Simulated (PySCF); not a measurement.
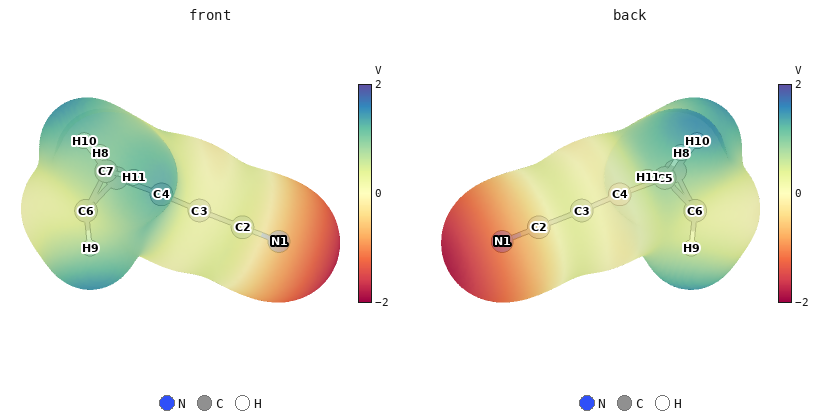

*C₆H₄N (doublet). The electrostatic potential painted on the density surface at 0.002 e/bohr³, seen from the front and from behind; red is negative and blue positive.*

Geometry: GFN2-xTB.

These are results of UKS B3LYP, pcH-1 on C H N, non-relativistic, mean-field spin-orbit, GIAO (PySCF 2.14.0, density-fitted response routines), not measurements.

```xyz
11

N     4.2706    0.5803    0.4777
C     3.1615    0.2858    0.3952
C     1.8506   -0.0560    0.2956
C     0.6890   -0.3826    0.1793
C    -0.6873   -0.7016    0.0835
C    -1.6643    0.2500    0.6484
C    -1.6172    0.1458   -0.7999
H    -0.9013   -1.7652    0.1197
H    -1.4966    1.0954    1.2824
H    -2.3801   -0.4172   -1.3207
H    -1.2195    0.9680   -1.3872
```

> Where is the surface potential most negative and most positive?

The most negative region (about −1.8 V) lies over N1, the most positive (about +1.5 V) over H8 and H9. N1 is the likeliest acceptor of a hydrogen bond.
